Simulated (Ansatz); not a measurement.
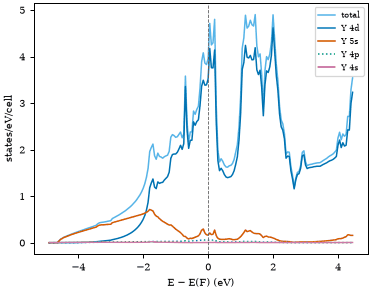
Figure. Total and projected density of states of Y (hcp (Mg type), P6_3/mmc), PBE in the plane-wave PAW code Ansatz

Question: Which orbitals carry the states next to the Fermi level?

Answer: Within 0.5 eV of the Fermi level: Y 4d 89 %, outside the projected shells 5 %. Projections are on Löwdin-orthogonalised atomic valence shells; empty p or d shells of many metals are not among them.

The cell was relaxed with PBE under the symmetry of its start. No spin polarisation was allowed. Scalar-relativistic: spin–orbit coupling is off unless named, which matters more the heavier the elements.

Potentials: the later of the program's two PAW sets.
